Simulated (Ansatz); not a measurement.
Si8HO16: geometry relaxation (part 2 of 2)

Continued. System: Si8HO16 (defect cell, 25 atoms in the cell). Method: DFT PBE-D3(BJ), scalar-relativistic, plane waves, PAW, PAW set soft_1, spin-polarised (Ansatz 0.2.0); cutoff 420 eV, 2×2×2 k-mesh, Fermi–Dirac smearing of 0.05 eV, collinear spins. The structure derives from an entry of the Crystallography Open Database. It belongs to a series of runs on one base structure; here: start relaxed.

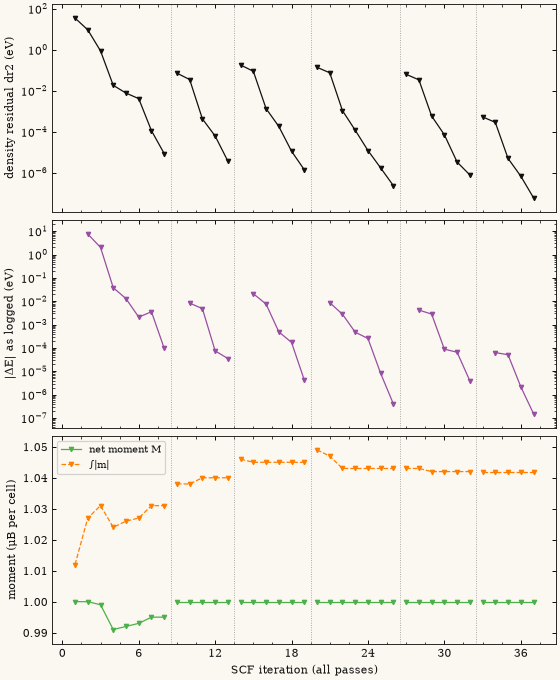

*Convergence of the self-consistent field: density residual dr2, size of the energy change and magnetic moment against the SCF iteration. The dotted lines part the SCF passes of the relaxation: geometry steps, rejected trials and re-solves on a re-selected basis.*

The 6 passes take 5 to 8 iterations each, 37 in all. The net moment stays at 1.0 μB per cell.

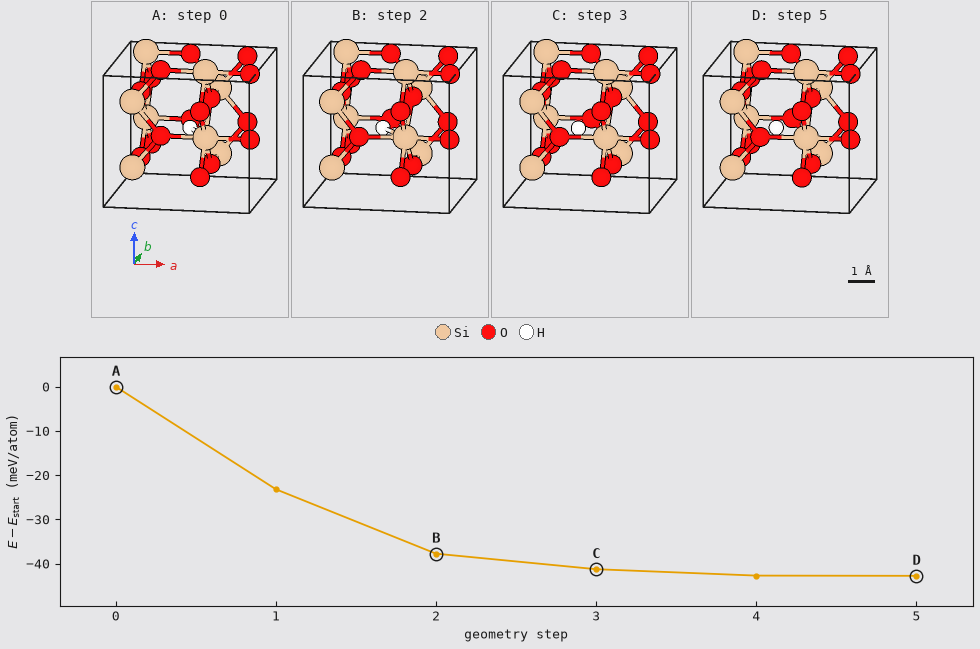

*Frames of the relaxation (ball-and-stick view of the cell of the calculation (origin shifted), seen slightly off an axis) above the curves, on which the letters mark them (the first geometry is step 0 here and step 1 in the log).*

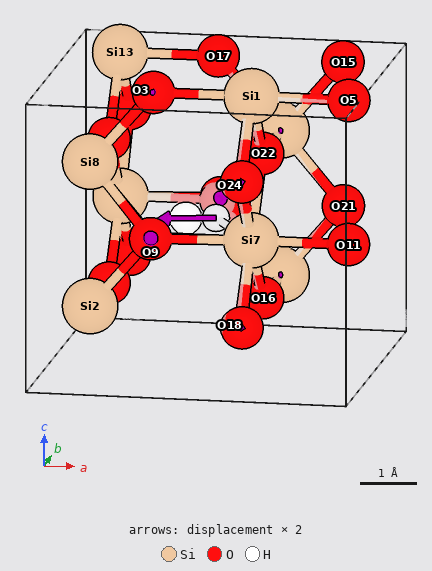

*Start (faint) and end (solid) with the displacements as pink arrows, magnified 2 times (ball-and-stick view of the cell of the calculation (origin shifted), seen slightly off an axis).*

After 5 geometry steps the energy has fallen by 42.7 meV per atom. The largest force component goes from 3 to 0.011 eV/Å. H25 moves most: 0.57 Å. By element the largest moves are H 0.57 Å, O 0.20 Å, Si 0.04 Å. The lattice vectors keep their values. Distances before and after: Si7–H25 1.622 → 2.057 Å, Si19–O23 1.781 → 1.802 Å, Si14–O18 1.781 → 1.762 Å, O12–Si19 1.742 → 1.758 Å. Among the angles that change: O21–Si19–O23 180.0° → 173.6°, O16–Si14–O23 90.0° → 95.3°, O18–Si14–O23 90.0° → 85.7°. (Atoms are counted from 1 in the order of the input.)

```
SCF converged after 5 iterations
Magnetization: 1.0000 μB (65.0000 up, 64.0000 down)
Absolute magnetization: 1.0420 μB (∫|ρ↑−ρ↓|, with the PAW one-centre terms)
Spin contamination: 0.0019 ħ² per cell (⟨S²⟩ above its minimum at these occupations)
Per-site moments (μB) at R_I (Å): [(0.0024837058659743527, 0.7153053774952463), (0.0003804371535721177, 0.7158555218582647), (-0.00014027277177960853, 0.7227744297930819), (0.0011055163214563723, 0.7152981149323866), (0.0028651097008056247, 0.7158555218582647), (0.022751584798525733, 0.7186451213180841), (0.00018160393426042224, 0.7218446267762301), (0.0003805266787687066, 0.7158598748929174), (0.08842651256230732, 0.6969636593388392), (0.0011056133452121762, 0.7152967248425856), (-0.00036060329263829546, 0.7202019666740542), (0.022752005885551197, 0.7186449381677044), (0.0024786746418524064, 0.7152967248425856), (0.00038030703437412684, 0.7158705573849412), (0.002861002775924954, 0.7158699354379142), (0.022819178490751914, 0.7186292837706025), (-0.00014054098692586743, 0.722763842590763), (0.0011044486323241107, 0.7153053774952463), (0.0001785720556964066, 0.721824971614654), (0.0003802275922091527, 0.7158699354379142), (-0.0003613486398457252, 0.7202152885351351), (0.02281889756217578, 0.7186281542739442), (0.08842307136319076, 0.6968676657800689), (0.0011043659281365498, 0.7153065043990813), (0.5071684717731966, 0.6968676657800689)]
Free energy (F): -14204.128518 eV
Harris-Foulkes:  -14204.128518 eV  (|F-HF|=3.13e-8)
Internal energy: -14204.128518 eV  (E = F + TS)
E sigma→0 (E₀):  -14204.128518 eV
Entropy (-TS):   -0.000000 eV (-0.000 meV/atom)
Fermi energy:    15.939040 eV
--- Per-component energies (eV) ---
  E_band       = 341.206887
  E_kinetic    = 3198.160998
  E_local      = -4662.571923  (includes V_loc(G=0)·N_el)
  E_nonlocal   = 1007.275257
  E_hartree    = 1718.948111
  E_xc         = -1639.447911
  E_vxc        = -1903.605428  (∫ρ·V_xc dr)
  E_paw        = -6719.123507  (= ΣΔE_a)
  E_vpaw       = -735.961262  (= ΣTr[D̂ρ^β])
  E_aug_tail   = 0.011979  (compensation charges beyond the density's cutoff)
  E_ewald      = -7101.144379
  E_disp       = -6.237143  (pairwise vdW)
  E_smearing   = -0.000000  (= −TS)
  E_closure    = 0.000000  (closes the sum)
  Σ components = -14204.128518   (vs F -14204.128518, Δ=0.00e0)
--- Forces (eV/Å), atoms counted from 1 ---
  atom   1  Si     0.00087159     0.00885246    -0.00002467
  atom   2  Si    -0.00631760    -0.00879251    -0.00114244
  atom   3  O     -0.00173479     0.00236848     0.00010576
  atom   4  O      0.00351852     0.00659460    -0.00176408
  atom   5  O     -0.00187896    -0.00596895    -0.00009042
  atom   6  O      0.00879965     0.00340405     0.00656319
  atom   7  Si     0.00984854    -0.01125193    -0.00007630
  atom   8  Si    -0.00542737    -0.00874596     0.00084405
  atom   9  O      0.00017105    -0.00920525    -0.00004679
  atom  10  O      0.00356060     0.00691895     0.00175708
  atom  11  O     -0.00076584    -0.00134693     0.00024079
  atom  12  O      0.00871132     0.00368996    -0.00633359
  atom  13  Si    -0.00179631    -0.00907539     0.00018411
  atom  14  Si     0.00495319     0.00861535    -0.00110121
  atom  15  O      0.00207422     0.00591747     0.00009568
  atom  16  O     -0.00848437    -0.00323959     0.00574561
  atom  17  O      0.00229755    -0.00254086     0.00004203
  atom  18  O     -0.00311277    -0.00652294    -0.00220964
  atom  19  Si    -0.01133872     0.01093950    -0.00038811
  atom  20  Si     0.00474144     0.00855766     0.00109140
  atom  21  O      0.00163619     0.00090555     0.00023386
  atom  22  O     -0.00832545    -0.00360533    -0.00583953
  atom  23  O      0.00071278     0.00896592     0.00011313
  atom  24  O     -0.00326516    -0.00661118     0.00204663
  atom  25  H      0.00045133     0.00105144    -0.00004637
  max |Σ_I F_I| component: 1.25e-4 eV/Å
--- Relaxed structure (6 steps of the walk, 6 accepted, 0 SCFs on fresh bases) ---
  F+E_penalty+E_count = -14204.12851815 eV   max|allowed force component| = 1.133e-2 eV/Å
  atoms:
    - { symbol: Si, position: [0.505584336306463, 0.5029345283302457, 0.00038494859614073967] }
    - { symbol: Si, position: [0.0027740902199085427, 0.4938466217173225, 0.24952480751032433] }
    - { symbol: O, position: [0.2006451894927274, 0.49531484455326236, 0.0003853381852421872] }
    - { symbol: O, position: [-0.004291195815025919, 0.19132757519257654, 0.24717344055597268] }
    - { symbol: O, position: [0.8095136025396953, 0.5026374144322957, 0.00038321239213205243] }
    - { symbol: O, position: [0.004427416220103397, 0.8008216463563564, 0.24971120733629484] }
    - { symbol: Si, position: [0.5044976148147415, 0.5002550923909057, 0.5003848937612211] }
    - { symbol: Si, position: [0.0027809173532055143, 0.4938425207366593, 0.7512455725392098] }
    - { symbol: O, position: [0.19711311693593678, 0.46492275752203494, 0.5003833026625244] }
    - { symbol: O, position: [-0.004286048890895233, 0.19132834417494346, 0.753594176519762] }
    - { symbol: O, position: [0.808494537092391, 0.5011218136858759, 0.5003845990928957] }
    - { symbol: O, position: [0.004430977401760627, 0.8008225443626187, 0.7510542960568275] }
    - { symbol: Si, position: [0.0024685684468882386, -0.004141103251772853, 0.00038310391063055857] }
    - { symbol: Si, position: [0.5052745521603633, 0.004955680064115953, 0.24952038333725005] }
    - { symbol: O, position: [0.6985463642226273, -0.003843574042653619, 0.0003807182700893618] }
    - { symbol: O, position: [0.5036523903691432, 0.697973049899888, 0.24970254617768267] }
    - { symbol: O, position: [0.3074134022849448, 0.0034735987239055133, 0.00038359362128930315] }
    - { symbol: O, position: [0.512348798398209, 0.3074655430133504, 0.247179243353071] }
    - { symbol: Si, position: [0.0035406284810386678, -0.001445022446908554, 0.5003847492478949] }
    - { symbol: Si, position: [0.5052714441393213, 0.00495594180153297, 0.7512443519128783] }
    - { symbol: O, position: [0.699559121247818, -0.0023401309168137874, 0.5003827653701982] }
    - { symbol: O, position: [0.5036486969564301, 0.6979710560747469, 0.7510661826358837] }
    - { symbol: O, position: [0.3109368873818994, 0.03385802506756416, 0.5003811696520122] }
    - { symbol: O, position: [0.5123449010173092, 0.3074652479897743, 0.7535901232765186] }
    - { symbol: H, position: [0.2540938912229954, 0.7493969845681733, 0.5003834740260535] }
```

Trajectory as extended XYZ (Å, eV, eV/Å), 4 of the 6 frames kept, from step=1 to step=6
```
25
Lattice="-4.1180 -4.1180 0.0000 4.1180 -4.1180 0.0000 0.0000 0.0000 5.2980" Properties=species:S:1:pos:R:3:forces:R:3 step=1 energy=-14203.06008
Si    0.0000   -4.1180    0.0000    0.1098  -0.2569   0.0860
Si    2.0590   -2.0590    1.3245   -0.0232   0.1459  -0.0202
O     1.2593   -2.8587    0.0000   -0.2228  -0.2283  -0.0122
O     0.7997   -0.7997    1.3245    0.1303  -0.1762   0.0131
O    -1.2593   -5.3773    0.0000   -0.0236   0.1127  -0.0042
O     3.3183   -3.3183    1.3245   -0.2704   0.1705   0.0776
Si    0.0000   -4.1180    2.6490    0.0108  -0.2419  -0.1230
Si    2.0590   -2.0590    3.9735   -0.0286   0.1755   0.0270
O     1.2593   -2.8587    2.6490   -0.4435   2.5140  -0.0372
O     0.7997   -0.7997    3.9735    0.1316  -0.1789  -0.0155
O    -1.2593   -5.3773    2.6490    0.2774   0.2299   0.0106
O     3.3183   -3.3183    3.9735   -0.2707   0.1725  -0.0741
Si    0.0000    0.0000    0.0000    0.0925   0.0009   0.0087
Si   -2.0590   -2.0590    1.3245   -0.1859  -0.3648  -0.4681
O    -2.8587   -2.8587    0.0000   -0.2385  -0.2686  -0.0139
O     0.7997   -4.9177    1.3245   -0.8104  -0.9525  -2.5893
O    -1.2593   -1.2593    0.0000    0.2690   0.2796  -0.0144
O    -0.7997   -3.3183    1.3245   -0.3195   0.3658   0.0642
Si    0.0000    0.0000    2.6490    0.3903   0.1250  -0.0112
Si   -2.0590   -2.0590    3.9735   -0.1140  -0.5099   0.5085
O    -2.8587   -2.8587    2.6490   -0.1655  -0.1567   0.0117
O     0.7997   -4.9177    3.9735   -1.0769  -1.1385   3.0415
O    -1.2593   -1.2593    2.6490    1.8698  -0.8999  -0.0259
O    -0.7997   -3.3183    3.9735   -0.2976   0.3457  -0.0691
H     1.5819   -4.4709    2.6998    1.2100   0.7354  -0.3704
25
Lattice="-4.1180 -4.1180 0.0000 4.1180 -4.1180 0.0000 0.0000 0.0000 5.2980" Properties=species:S:1:pos:R:3:forces:R:3 step=3 energy=-14204.00336
Si   -0.0119   -4.1359    0.0018    0.0060   0.1569  -0.0016
Si    2.0406   -2.0304    1.3219    0.0876   0.0924  -0.0972
O     1.2369   -2.8608    0.0001   -0.0441  -0.0748  -0.0079
O     0.8026   -0.7748    1.3134   -0.0029   0.0725  -0.0239
O    -1.2742   -5.3743    0.0009   -0.1343  -0.0737   0.0096
O     3.2750   -3.3227    1.3363   -0.0392   0.0344  -0.0174
Si    0.0423   -4.1396    2.6500   -0.0898  -0.1980   0.0019
Si    2.0406   -2.0301    3.9768    0.0879   0.0995   0.0987
O     1.1590   -2.7086    2.6485   -0.2737   0.1021  -0.0020
O     0.8028   -0.7748    3.9856   -0.0020   0.0749   0.0234
O    -1.2436   -5.3658    2.6494   -0.0293  -0.0395  -0.0031
O     3.2757   -3.3220    3.9632   -0.0270   0.0376   0.0257
Si   -0.0240    0.0053    0.0007   -0.0143  -0.0328   0.0026
Si   -2.0531   -2.0960    1.3147    0.0801  -0.0503   0.0465
O    -2.8635   -2.8940    0.0013    0.0070  -0.0460   0.0077
O     0.7725   -4.9894    1.2648    0.1082  -0.0038   0.3648
O    -1.2458   -1.2773    0.0004    0.0300   0.0266  -0.0033
O    -0.8021   -3.3417    1.3250   -0.0708  -0.0530  -0.0693
Si   -0.0012    0.0013    2.6495    0.1018  -0.0214  -0.0027
Si   -2.0527   -2.0982    3.9853    0.0707  -0.0432  -0.0422
O    -2.8698   -2.8651    2.6497   -0.0656  -0.0231  -0.0037
O     0.7674   -4.9958    4.0389    0.0646  -0.0253  -0.3072
O    -1.1699   -1.3526    2.6495   -0.1498  -0.0211   0.0002
O    -0.8020   -3.3420    3.9750   -0.0543  -0.0627   0.0679
H     1.7803   -4.2737    2.6795    0.3535   0.0726  -0.0676
25
Lattice="-4.1180 -4.1180 0.0000 4.1180 -4.1180 0.0000 0.0000 0.0000 5.2980" Properties=species:S:1:pos:R:3:forces:R:3 step=4 energy=-14204.09107
Si   -0.0109   -4.1455    0.0029    0.0559  -0.0085  -0.0137
Si    2.0280   -2.0328    1.3210   -0.0490  -0.1153   0.1100
O     1.2227   -2.8650    0.0019   -0.0283  -0.0226   0.0085
O     0.8001   -0.7694    1.3121    0.0457   0.0011  -0.0481
O    -1.2773   -5.3864    0.0028    0.0662   0.0022  -0.0029
O     3.2712   -3.3183    1.3340    0.1030   0.0243  -0.1025
Si    0.0153   -4.1502    2.6513   -0.0067   0.0798   0.0308
Si    2.0281   -2.0324    3.9815   -0.0442  -0.1302  -0.1166
O     1.1177   -2.7058    2.6508   -0.1608  -0.0418   0.0250
O     0.8007   -0.7688    3.9905    0.0426  -0.0029   0.0477
O    -1.2582   -5.3801    2.6512   -0.0009   0.0196  -0.0008
O     3.2713   -3.3182    3.9685    0.0878   0.0129   0.0902
Si   -0.0304    0.0067    0.0023   -0.0806   0.0471  -0.0036
Si   -2.0532   -2.1050    1.3187    0.0712   0.0677   0.0803
O    -2.8743   -2.8876    0.0030    0.0146   0.0982  -0.0036
O     0.7848   -4.9810    1.2953   -0.0267   0.1414   0.2015
O    -1.2465   -1.2831    0.0023   -0.0280  -0.0073   0.0041
O    -0.8222   -3.3642    1.3201   -0.0178  -0.0173  -0.0460
Si   -0.0026    0.0000    2.6512   -0.1871  -0.0239   0.0077
Si   -2.0528   -2.1059    3.9846    0.0533   0.0934  -0.0882
O    -2.8768   -2.8715    2.6513   -0.0113  -0.0130   0.0025
O     0.7824   -4.9834    4.0098    0.0354   0.1831  -0.2805
O    -1.1621   -1.3748    2.6514    0.0384  -0.3541   0.0142
O    -0.8213   -3.3642    3.9828   -0.0365  -0.0130   0.0466
H     1.9481   -4.1721    2.6406    0.0642  -0.0210   0.0375
25
Lattice="-4.1180 -4.1180 0.0000 4.1180 -4.1180 0.0000 0.0000 0.0000 5.2980" Properties=species:S:1:pos:R:3:forces:R:3 step=6 energy=-14204.12852
Si   -0.0109   -4.1531    0.0020    0.0009   0.0089   0.0000
Si    2.0222   -2.0451    1.3220   -0.0063  -0.0088  -0.0011
O     1.2134   -2.8660    0.0020   -0.0017   0.0024   0.0001
O     0.8056   -0.7702    1.3095    0.0035   0.0066  -0.0018
O    -1.2637   -5.4034    0.0020   -0.0019  -0.0060  -0.0001
O     3.2796   -3.3160    1.3230    0.0088   0.0034   0.0066
Si   -0.0175   -4.1376    2.6510    0.0098  -0.0113  -0.0001
Si    2.0222   -2.0451    3.9801   -0.0054  -0.0087   0.0008
O     1.1028   -2.7263    2.6510    0.0002  -0.0092   0.0000
O     0.8055   -0.7702    3.9925    0.0036   0.0069   0.0018
O    -1.2658   -5.3930    2.6510   -0.0008  -0.0013   0.0002
O     3.2795   -3.3160    3.9791    0.0087   0.0037  -0.0063
Si   -0.0272    0.0069    0.0020   -0.0018  -0.0091   0.0002
Si   -2.0603   -2.1011    1.3220    0.0050   0.0086  -0.0011
O    -2.8924   -2.8608    0.0020    0.0021   0.0059   0.0001
O     0.8002   -4.9483    1.3229   -0.0085  -0.0032   0.0057
O    -1.2516   -1.2802    0.0020    0.0023  -0.0025   0.0000
O    -0.8437   -3.3760    1.3096   -0.0031  -0.0065  -0.0022
Si   -0.0205   -0.0086    2.6510   -0.0113   0.0109  -0.0004
Si   -2.0603   -2.1011    3.9801    0.0047   0.0086   0.0011
O    -2.8904   -2.8711    2.6510    0.0016   0.0009   0.0002
O     0.8002   -4.9483    3.9791   -0.0083  -0.0036  -0.0058
O    -1.1410   -1.4199    2.6510    0.0007   0.0090   0.0001
O    -0.8437   -3.3760    3.9925   -0.0033  -0.0066   0.0020
H     2.0397   -4.1324    2.6510    0.0005   0.0011   0.0000
```

Key numbers

- outcome: converged
- electrons treated: 129
- free energy: −14204.1285 eV
- Fermi energy: 15.939 eV
- net moment of the cell: 1.00 μB
- integrated absolute moment: 1.04 μB
- final volume: 179.69 Å³
- largest force (length of the vector) at the end: 0.016 eV/Å
- hardware: 2 threads of Arm Neoverse V2, 24 GiB of memory available, shared host
- wall time: 34 s (CPU time 68 s)
- peak memory: 0.57 GiB

Notes

The k-point mesh is coarse for a cell of this size, so the results may not be converged.
